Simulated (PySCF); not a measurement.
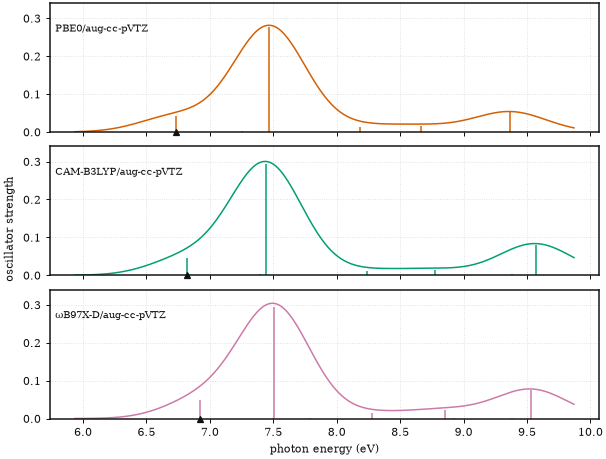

Vertical TDDFT spectra of C₂H₃F, SMILES C=CF at one geometry and several levels (PySCF, at a PBE0-D3(BJ)/def2-TZVP geometry (no frequency check)); sticks with Gaussians of 1/e half-width 0.40 eV, the triangle marks S1, which has the same leading orbital pair at all these levels. Only the lowest states were computed, so the high end is incomplete. States within 0.01 eV of each other are merged, with their strengths summed. The highest state may be half of a pair whose partner wasn't computed.

> How far does S1 move with the level of theory?

From lowest to highest: PBE0/aug-cc-pVTZ 6.73 eV, CAM-B3LYP/aug-cc-pVTZ 6.82 eV, ωB97X-D/aug-cc-pVTZ 6.93 eV; a spread of 0.19 eV.

Caveats, for all or some of the runs: core orbitals are frozen in the response; states above the negative HOMO energy depend on the basis.
